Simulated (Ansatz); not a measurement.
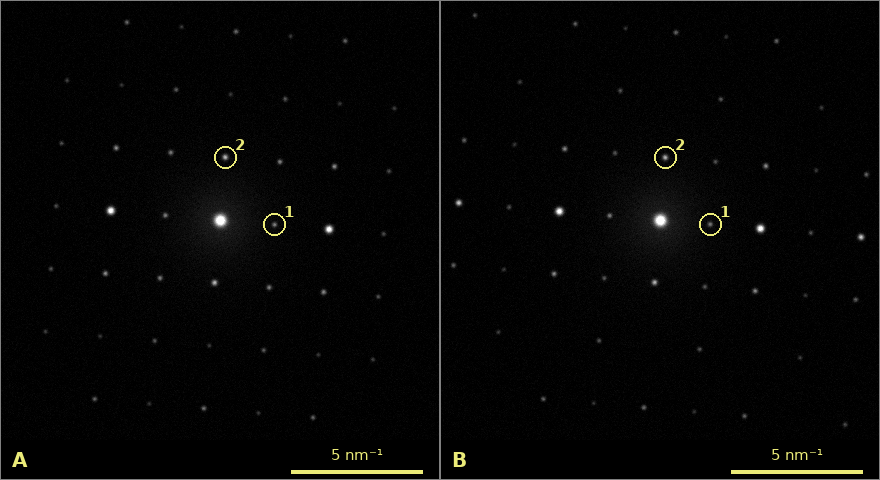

Kinematic electron diffraction patterns (200 kV, B = 0.5 Å², same scale) along [101] of the run's own cell, for the start and the end of one relaxation of TaBiBr5 with DFT PBE, scalar-relativistic, plane waves, PAW (Ansatz). k mesh 8×8×6. The start is a generated model structure, and the relaxation ends in the nearest stationary point of its symmetry, not necessarily the ground state. Spot 1 is 0 -1 0 and spot 2 is 1 0 -1 in both.

Start structure:

```
Ta Bi Br
1.0
     4.77839    0.00000    0.00000
     0.00000    4.77839    0.00000
     0.00000    0.00000    8.39254
Ta Bi Br
1 1 5
Cartesian
  2.3892 2.3892 0.0000
  0.0000 0.0000 4.1963
  2.3892 0.0000 6.0947
  0.0000 2.3892 6.0947
  2.3892 0.0000 2.2979
  0.0000 2.3892 2.2979
  0.0000 0.0000 0.0000
```

**Which pattern belongs to the start structure, and which to the relaxed one?**

A is the start: its cell gives d(1) = 4.778 Å, d(2) = 4.152 Å and an angle of 90.0°. B is the relaxed structure, with d(1) = 5.185 Å (+8.5 %), d(2) = 4.171 Å (+0.5 %) and 90.0°.

**Summarise the relaxation behind the change.**

The volume changed by -1.5 % to 26.98 Å³ an atom; with the mean shift removed, the atoms moved by up to 0.17 Å relative to the cell (Br most); the space group stayed P4/mmm (No. 123); the free energy fell by 62 meV an atom. Relaxed cell: a = 5.185 Å, b = 5.185 Å, c = 7.024 Å, α = 90.00°, β = 90.00°, γ = 90.00°.
